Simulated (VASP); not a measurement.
# A VASP study of GeRu2C (LDA): structure first, properties next

What structure does GeRu2C take at this level, and what are its properties? The steps: rough relaxation of the start cell, relaxing cell and atoms (LDA), density, ELF and potential (LDA), band structure (LDA), density of states (LDA), core-level energies (LDA), band structure (TB-mBJ), field gradients at the nuclei (LDA), volume scan with LDA and fit for LDA. The cell is invented: it takes the structure of COD entry 1539492, ZrC (space group 225 there), with some of its atoms replaced by other elements, volume scaled by an estimate. It may not be a known or stable phase.

Calculated with VASP 6.6.1; LDA; plane waves and PAW (Ru_pv, Ge_d, C), in the first sound run; inputs show where later runs differ.

## Step 1: Set-up

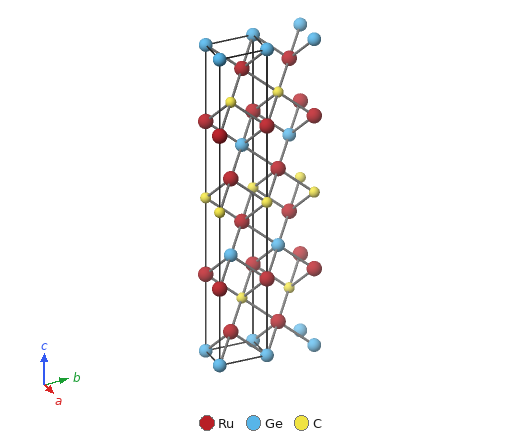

The cell as given, slightly off an axis (ruthenium red, germanium blue, carbon yellow). 1×2×1 cells are drawn. This picture shows the conventional cell, with its axes. Bonds to atoms that aren't drawn are left out. Some periodic images of atoms are drawn too.

## Step 2: Rough relaxation of the start cell

The start is only an estimate, so a cheap relaxation brings it near a minimum before any careful run. LDA, the lowest rung, knows the local density alone.

INCAR

```
SYSTEM = GeRu2C
PREC = Normal
ENCUT = 520
EDIFF = 1E-05
NELM = 60
ISMEAR = 0
SIGMA = 0.05
LREAL = .FALSE.
ALGO = Fast
GGA = CA
NBANDS = 29
LORBIT = 11
LWAVE = .FALSE.
LCHARG = .FALSE.
KPAR = 2
IBRION = 2
NSW = 40
ISIF = 3
EDIFFG = -0.04
```

POSCAR

```
GeRu2C
1.0
    1.6369070000      0.9450690000      5.3461170000
   -1.6369070000      0.9450690000      5.3461170000
    0.0000000000     -1.8901380000      5.3461170000
Ru Ge C
2 1 1
Direct
    0.7500000000      0.7500000000      0.7500000000
    0.2500000000      0.2500000000      0.2500000000
    0.0000000000      0.0000000000      0.0000000000
    0.5000000000      0.5000000000      0.5000000000
```

KPOINTS

```
Automatic mesh
0
Gamma
6 6 6
0 0 0
```

PAW data sets: Ru_pv, Ge_d and C (LDA family, release 64).

Launch:

```sh
> mpirun -np 2 vasp_std
```

Log:

```text
[banner, memory and clock lines left out]
running    2 mpi-ranks, on    1 nodes
 distrk:  each k-point on    1 cores,    2 groups
 distr:  one band on    1 cores,    1 groups

 POSCAR found type information on POSCAR RuGeC
 POSCAR found :  3 types and       4 ions
 LDA part: xc-table for (Slater(with rela. corr.)+CA(PZ))
 , standard interpolation
 POSCAR, INCAR and KPOINTS ok, starting setup
 FFT: planning ... GRIDC
 FFT: planning ... GRID_SOFT
 FFT: planning ... GRID
 WAVECAR not read
 entering main loop
       N       E                     dE             d eps       ncg     rms          rms(c)
DAV:   1     0.490479684245E+03    0.49048E+03   -0.25419E+04  2310   0.341E+03
DAV:   2     0.138438398167E+02   -0.47664E+03   -0.46125E+03  1906   0.798E+02
DAV:   3    -0.321943519223E+02   -0.46038E+02   -0.43886E+02  2046   0.158E+02
DAV:   4    -0.341138642937E+02   -0.19195E+01   -0.19043E+01  2114   0.342E+01
DAV:   5    -0.341710036275E+02   -0.57139E-01   -0.57120E-01  2341   0.586E+00    0.240E+01
RMM:   6    -0.334301795699E+02    0.74082E+00   -0.85804E+00  2200   0.178E+01    0.875E+00
RMM:   7    -0.326450205520E+02    0.78516E+00   -0.18740E+00  2194   0.933E+00    0.701E+00
RMM:   8    -0.325576004222E+02    0.87420E-01   -0.10955E-01  2278   0.251E+00    0.198E+00
RMM:   9    -0.325545035102E+02    0.30969E-02   -0.29952E-02  2291   0.101E+00    0.207E-01
RMM:  10    -0.325544489619E+02    0.54548E-04   -0.43571E-03  2374   0.518E-01    0.124E-01
RMM:  11    -0.325545720168E+02   -0.12305E-03   -0.15570E-03  2291   0.261E-01    0.359E-02
RMM:  12    -0.325545761319E+02   -0.41151E-05   -0.36908E-04  2128   0.138E-01    0.200E-02
RMM:  13    -0.325545867445E+02   -0.10613E-04   -0.11606E-04  1930   0.633E-02    0.131E-02
RMM:  14    -0.325545875387E+02   -0.79426E-06   -0.18838E-05  1274   0.386E-02
   1 F= -.32554588E+02 E0= -.32553670E+02  d E =-.325546E+02
 curvature:   0.00 expect dE= 0.000E+00 dE for cont linesearch  0.000E+00
 trial: gam= 0.00000 g(F)=  0.269E+01 g(S)=  0.329E-01 ort = 0.000E+00 (trialstep = 0.100E+01)
 search vector abs. value=  0.273E+01
 bond charge predicted
       N       E                     dE             d eps       ncg     rms          rms(c)
DAV:   1    -0.217957159041E+02    0.10759E+02   -0.10719E+03  2255   0.358E+02    0.122E+01
RMM:   2    -0.332948670467E+02   -0.11499E+02   -0.12676E+02  2346   0.760E+01    0.471E+00
RMM:   3    -0.342985380451E+02   -0.10037E+01   -0.12180E+01  2424   0.237E+01    0.277E+00
RMM:   4    -0.344685206850E+02   -0.16998E+00   -0.23969E+00  2606   0.866E+00    0.321E+00
RMM:   5    -0.345107214868E+02   -0.42201E-01   -0.61162E-01  2498   0.376E+00    0.299E+00
RMM:   6    -0.345169450977E+02   -0.62236E-02   -0.94722E-02  2701   0.141E+00    0.274E+00
RMM:   7    -0.345108172530E+02    0.61278E-02   -0.66913E-03  2354   0.565E-01    0.211E+00
RMM:   8    -0.345088794837E+02    0.19378E-02   -0.28339E-02  2173   0.117E+00    0.220E+00
RMM:   9    -0.345024832464E+02    0.63962E-02   -0.87609E-03  2189   0.595E-01    0.114E+00
RMM:  10    -0.345027781790E+02   -0.29493E-03   -0.15583E-03  2396   0.226E-01    0.117E+00
RMM:  11    -0.345023057787E+02    0.47240E-03   -0.16074E-03  2194   0.229E-01    0.730E-01
RMM:  12    -0.345022313828E+02    0.74396E-04   -0.56949E-04  2429   0.120E-01    0.563E-01
RMM:  13    -0.345018288245E+02    0.40256E-03   -0.64404E-04  2238   0.179E-01    0.301E-01
RMM:  14    -0.345015139882E+02    0.31484E-03   -0.26877E-04  2087   0.923E-02    0.286E-01
RMM:  15    -0.345013539948E+02    0.15999E-03   -0.85884E-05  1865   0.534E-02    0.209E-01
RMM:  16    -0.345013125044E+02    0.41490E-04   -0.26331E-05  1446   0.304E-02    0.208E-01
RMM:  17    -0.345009512781E+02    0.36123E-03   -0.70035E-04  2640   0.120E-01    0.521E-02
RMM:  18    -0.345009536676E+02   -0.23896E-05   -0.22859E-05  1333   0.302E-02
   2 F= -.34500954E+02 E0= -.34498891E+02  d E =-.194637E+01
[... from here on, the cycles between the ionic steps are left out ...]
   3 F= -.34638079E+02 E0= -.34636707E+02  d E =-.208349E+01
   4 F= -.35182018E+02 E0= -.35179923E+02  d E =-.262743E+01
   5 F= -.35212708E+02 E0= -.35211462E+02  d E =-.265812E+01
   6 F= -.33102674E+02 E0= -.33101517E+02  d E =0.211003E+01
   7 F= -.35383013E+02 E0= -.35379811E+02  d E =-.170305E+00
   8 F= -.35809687E+02 E0= -.35809108E+02  d E =-.426674E+00
   9 F= -.35909613E+02 E0= -.35907508E+02  d E =-.526600E+00
  10 F= -.35955856E+02 E0= -.35953700E+02  d E =-.572843E+00
  11 F= -.35778614E+02 E0= -.35775336E+02  d E =0.177242E+00
  12 F= -.35997912E+02 E0= -.35996022E+02  d E =-.420565E-01
  13 F= -.36012080E+02 E0= -.36009914E+02  d E =-.141682E-01
  14 F= -.36012342E+02 E0= -.36010436E+02  d E =-.144300E-01
  15 F= -.36011312E+02 E0= -.36008720E+02  d E =0.102961E-02
  16 F= -.36016493E+02 E0= -.36014184E+02  d E =-.415080E-02
  17 F= -.36022168E+02 E0= -.36019025E+02  d E =-.567536E-02
  18 F= -.36022374E+02 E0= -.36019183E+02  d E =-.588132E-02
  19 F= -.36025947E+02 E0= -.36023077E+02  d E =-.357322E-02
  20 F= -.36025959E+02 E0= -.36023105E+02  d E =-.358462E-02
  21 F= -.36027565E+02 E0= -.36024718E+02  d E =-.160641E-02
  22 F= -.36027898E+02 E0= -.36024842E+02  d E =-.193935E-02
  23 F= -.36028877E+02 E0= -.36025932E+02  d E =-.978713E-03
 trial-energy change:   -0.000979  1 .order   -0.000987   -0.001621   -0.000354
 step:   0.2910(harm=  0.2910)  dis= 0.00190  next Energy=   -36.028935 (dE=-0.104E-02)
 bond charge predicted
       N       E                     dE             d eps       ncg     rms          rms(c)
DAV:   1    -0.360294947295E+02   -0.61650E-03   -0.11955E-02  2144   0.134E+00    0.220E-01
RMM:   2    -0.360291100302E+02    0.38470E-03   -0.23223E-03  2208   0.369E-01    0.773E-02
RMM:   3    -0.360289631538E+02    0.14688E-03   -0.29640E-04  2167   0.146E-01    0.363E-02
RMM:   4    -0.360289479219E+02    0.15232E-04   -0.95211E-05  1970   0.780E-02    0.988E-03
WARNING in EDDRMM: call to ZHEGV failed, returncode =   6  3     20
RMM:   5    -0.360289485749E+02   -0.65300E-06   -0.16476E-05  1203   0.322E-02
  24 F= -.36028949E+02 E0= -.36026035E+02  d E =-.105040E-02
 curvature:  -0.15 expect dE=-0.486E-04 dE for cont linesearch -0.425E-06
 trial: gam= 0.08416 g(F)=  0.143E-03 g(S)=  0.180E-03 ort =-0.144E-03 (trialstep = 0.240E+00)
 search vector abs. value=  0.351E-03
 reached required accuracy - stopping structural energy minimisation
```

The job ended after 5.3 min (2 MPI ranks of Intel Xeon Platinum 8259CL at 2.50GHz (Skylake/Cascade Lake), shared host; peak memory 0.38 GiB; 10 min of CPU time).

The logs omit lines about the potential files and the build; timing stands in the text.

Parts of OUTCAR (step 2):

```text
ion  position               nearest neighbor table
   1  0.750  0.750  0.750-   4 2.31   4 2.31   3 2.31   3 2.31   4 2.31   3 2.31   2 3.27   2 3.27
                             2 3.27   2 3.27   2 3.27   2 3.27
   2  0.250  0.250  0.250-   3 2.31   3 2.31   4 2.31   4 2.31   3 2.31   4 2.31   1 3.27   1 3.27
                             1 3.27   1 3.27   1 3.27   1 3.27
   3  0.000  0.000  0.000-   1 2.31   1 2.31   2 2.31   2 2.31   1 2.31   2 2.31
   4  0.500  0.500  0.500-   2 2.31   2 2.31   1 2.31   1 2.31   2 2.31   1 2.31

  LATTYP: Found a trigonal (rhomboedric) cell.
 ALAT       =     5.6704132935
 COS(alpha) =     0.8333333230

 Subroutine GETGRP returns: Found 12 space group operations
 (whereof 12 operations were pure point group operations)

The static configuration has the point symmetry D_3d.

 Found     32 irreducible k-points:

   k-points           NKPTS =     32   k-points in BZ     NKDIM =     32   number of bands    NBANDS=     29

   dimension x,y,z NGX =    32 NGY =   32 NGZ =   32
   dimension x,y,z NGXF=    64 NGYF=   64 NGZF=   64

   ENCUT  =  520.0 eV  38.22 Ry    6.18 a.u.  10.54 10.54 10.54*2*pi/ulx,y,z

   NELECT =      46.0000    total number of electrons

 k-points in reciprocal lattice and weights: Automatic mesh
   0.00000000  0.00000000  0.00000000       0.005
   0.16666667  0.00000000  0.00000000       0.028
   0.33333333  0.00000000  0.00000000       0.028
   0.50000000 -0.00000000  0.00000000       0.014
   0.16666667  0.16666667  0.00000000       0.028
   0.33333333  0.16666667  0.00000000       0.056
   0.50000000  0.16666667  0.00000000       0.056
  -0.33333333  0.16666667  0.00000000       0.056
  -0.16666667  0.16666667  0.00000000       0.028
[...]
-0.33333333  0.50000000  0.33333333       0.028
   0.50000000  0.50000000  0.50000000       0.005

 average (electrostatic) potential at core
       1 -68.3941       2 -68.3941       3 -68.4424       4 -48.4925

 E-fermi :  11.7860

 k-point     1 :       0.0000    0.0000    0.0000
  band No.  band energies     occupation
    ...
     20       9.0548      2.00000
     21      10.1552      2.00000
     22      10.1552      2.00000
     23      10.8709      2.00000
     24      10.8709      2.00000
     25      12.9833      0.00000
     26      15.6390      0.00000
     27      15.6390      0.00000
     28      17.1719      0.00000
     29      20.9728      0.00000

 k-point     2 :       0.1667    0.0000    0.0000
  band No.  band energies     occupation
    ...
     20       9.6059      2.00000
     21       9.9468      2.00000
     22       9.9608      2.00000
     23      10.9052      2.00000
     24      11.0062      2.00000
     25      13.8981      0.00000
     26      15.5209      0.00000
     27      15.9468      0.00000
     28      17.1377      0.00000
     29      18.1463      0.00000

 k-point     3 :       0.3333    0.0000    0.0000
  band No.  band energies     occupation
    ...
     20      10.0705      2.00000
     21      10.0896      2.00000
     22      11.1958      2.00000
     23      11.2125      2.00000
     24      11.3066      2.00000
     25      13.3441      0.00000
     26      13.9024      0.00000
     27      15.9371      0.00000
     28      16.7390      0.00000
     29      17.7569      0.00000

  Total        0.0857065      0.0857066      0.0138916      0.0000000     -0.0000000      0.0000000
  in kB        2.9316050      2.9316064      0.4751638      0.0000000     -0.0000000      0.0000000
  external PRESSURE =       2.1127917 kB  Pullay stress =       0.0000000 kB

  energy-cutoff  :      520.00
  volume of cell :       46.84
      direct lattice vectors                 reciprocal lattice vectors
     1.444940781  0.834237147  6.476318206     0.346034943  0.199783320  0.051469573
    -1.444940781  0.834237147  6.476318206    -0.346034943  0.199783320  0.051469573
     0.000000000 -1.668474295  6.476318206     0.000000000 -0.399566639  0.051469573

 POSITION                                       TOTAL-FORCE (eV/Angst)
 -----------------------------------------------------------------------------------
      0.00000      0.00000     14.94958         0.000000      0.000000      0.038533
      0.00000      0.00000      4.47937        -0.000000     -0.000000     -0.038533
      0.00000      0.00000      0.00000         0.000000     -0.000000      0.000000
      0.00000      0.00000      9.71448        -0.000000     -0.000000      0.000000
 -----------------------------------------------------------------------------------
    total drift:                               -0.000000      0.000000     -0.000000

  FREE ENERGIE OF THE ION-ELECTRON SYSTEM (eV)
  ---------------------------------------------------
  free  energy   TOTEN  =       -36.0289485749 eV

  energy  without entropy=      -36.0231211827  energy(sigma->0) =      -36.02603488

 reached required accuracy - stopping structural energy minimisation

 total charge
# of ion       s       p       d       tot
------------------------------------------
    1        0.325   6.315   6.185  12.826
    2        0.325   6.315   6.185  12.826
    3        1.159   1.188  10.112  12.460
    4        0.864   1.504   0.000   2.368
--------------------------------------------------
tot          2.673  15.323  22.483  40.478

[... 3 further parts left out ...]
```

CONTCAR:

```
GeRu2C
   1.00000000000000
     1.4449407806025547    0.8342371472703068    6.4763182058756863
    -1.4449407806025547    0.8342371472703068    6.4763182058756863
     0.0000000000000000   -1.6684742945406137    6.4763182058756863
  Ru              Ge              C
     2     1     1
Direct
     0.7694486591603839    0.7694486591603839    0.7694486591603839
     0.2305513408396165    0.2305513408396165    0.2305513408396165
     0.0000000000000000    0.0000000000000000    0.0000000000000000
     0.5000000000000000    0.5000000000000000    0.5000000000000000
```

The k-mesh is coarse for a metal. This relaxation is a rough one on cheap settings, only to bring the start near its minimum. The run keeps the 12 symmetry operations of its start, so it cannot find a distortion of lower symmetry.

The steps of the relaxation (22 of 24):

```
step  energy less that of the first step (eV)  largest force (eV/Å)  pressure (GPa)  volume (Å³)
   1                                   0.0000                5.2850            3.07        49.62
   2                                  -1.9464                3.3463          -13.77        51.35
   3                                  -2.0835                3.9259           -3.48        53.68
   4                                  -2.6274                1.1569          -15.27        52.34
   5                                  -2.6581                0.1527          -14.00        52.64
   6                                  -0.5481               10.9514           74.67        43.92
   8                                  -3.2551                0.5474            1.17        49.06
   9                                  -3.3550                0.1213            2.84        48.22
  10                                  -3.4013                0.2167            8.18        46.40
  11                                  -3.2240                0.6530          -19.00        50.94
  12                                  -3.4433                0.1755           -1.79        47.77
  13                                  -3.4575                0.2539           -1.90        47.71
  14                                  -3.4578                0.1977           -1.98        47.72
  15                                  -3.4567                0.3535            4.25        46.61
  16                                  -3.4619                0.2847            0.86        47.18
  17                                  -3.4676                0.0142            0.72        46.96
  19                                  -3.4714                0.1362           -1.36        47.14
  20                                  -3.4714                0.1432           -1.61        47.15
  21                                  -3.4730                0.1368           -1.52        47.09
  22                                  -3.4733                0.1316           -1.29        47.02
  23                                  -3.4743                0.0579           -0.15        46.88
  24                                  -3.4744                0.0385            0.21        46.84
```

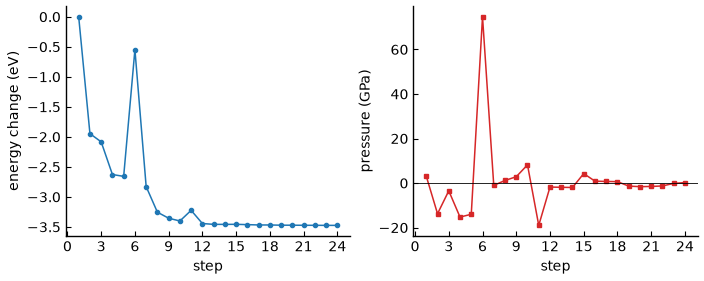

Energy and pressure along the relaxation.

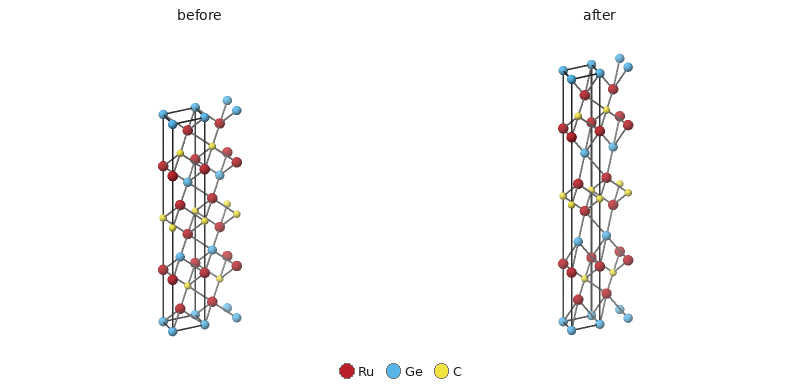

The structure before and after the relaxation, drawn at the same scale. Bonds to atoms that aren't drawn are left out.

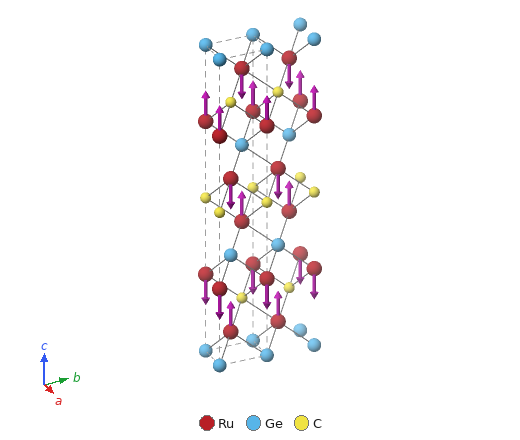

Displacements in the relaxation, exaggerated, measured against the changing cell; the longest in the cell stands for 0.38 Å. Bonds to atoms that aren't drawn are left out. 1×2×1 conventional cells are drawn. Some periodic images of atoms are drawn too.

```
     cell as run  before  after   change
           a (Å)   5.670  6.688  +17.9 %
           b (Å)   5.670  6.688  +17.9 %
           c (Å)   5.670  6.688  +17.9 %
           α (°)   33.56  24.96  -25.6 %
           β (°)   33.56  24.96  -25.6 %
           γ (°)   33.56  24.96  -25.6 %
volume (Å³/atom)   12.41  11.71   -5.6 %
```

The atoms that moved most (Å, as changes of fractional coordinates times the final cell):

```
atom     dx     dy      dz  length
 Ru1  0.000  0.000   0.378   0.378
 Ru2  0.000  0.000  -0.378   0.378
```

The relaxed structure:

```xyz
4
Lattice="1.4449 0.8342 6.4763 -1.4449 0.8342 6.4763 0.0000 -1.6685 6.4763" Properties=species:S:1:pos:R:3 pbc="T T T"
Ru    0.0000    0.0000   14.9496
Ru    0.0000    0.0000    4.4794
Ge    0.0000    0.0000    0.0000
C     0.0000    0.0000    9.7145
```

This step gave:

```
electrons                       : 46
bands                           : 29
irreducible k-points            : 32
symmetry operations             : 12
free energy (TOTEN)             : -36.03 eV
energy at zero smearing         : -36.03 eV
Fermi energy                    : 11.79 eV
pressure                        : 0.2113 GPa
metallic                        : yes
SCF cycles over all ionic steps : 220
```

It ends with a largest force of 0.039 eV/Å and a pressure of 0.21 GPa.

(Continued in part 2 of 6.)

[Lines on the potential files, build, host, timing and source positions are cut from VASP's logs without a mark.]

[Logs are printed without paths, hosts, clocks, repeated set-up lines and the standing remarks that a program may print on its own settings, such as how far it seeks lower states.]

[Hosts, paths, dates, database ids (printed as entryN), source tags and the programs' standing remarks are cut or masked in the printed files.]

[A measured line is paired with the nearest computed mode of its activity, which favours agreement.]

[In band tables of VASP the shares of atoms and orbitals are scaled to a sum of 1 inside the atoms' spheres.]
